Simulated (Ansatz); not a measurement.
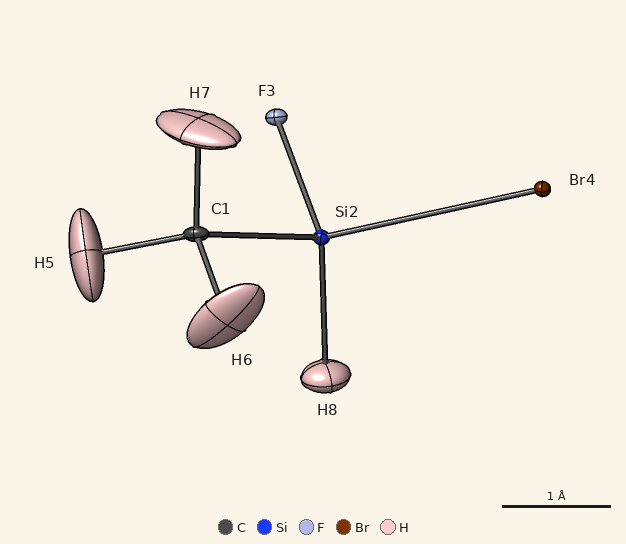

Displacement ellipsoids at the 50 % level, from the internal vibrations of the free molecule (harmonic, no overall translation or rotation; no half-axis is drawn under 0.075 Å). Vibrations computed with RKS PBE0-D4/def2-TZVP (Ansatz 0.2.0). Temperature: 200 K.

Which atom has the largest mean-square displacement?

Answer. H7, with U_eq = 0.0412 Å².

Does H7 move more along its bond or across it?

Answer. Across it: the root-mean-square amplitude is 0.077 Å along the bond and up to 0.301 Å across, since bending and torsion are softer than stretching.

List U_eq and the three principal root-mean-square amplitudes for each kind of atom.

| atom | U_eq (Å²) | rms amplitudes (Å) |
| --- | --- | --- |
| C1 | 0.0031 | 0.027, 0.047, 0.081 |
| Si2 | 0.0012 | 0.032, 0.035, 0.039 |
| F3 | 0.0023 | 0.024, 0.045, 0.067 |
| Br4 | 0.00025 | 0.006, 0.015, 0.022 |
| H5 | 0.0396 | 0.099, 0.167, 0.285 |
| H6 | 0.0402 | 0.085, 0.166, 0.293 |
| H7 | 0.0412 | 0.076, 0.166, 0.301 |
| H8 | 0.0175 | 0.092, 0.147, 0.151 |
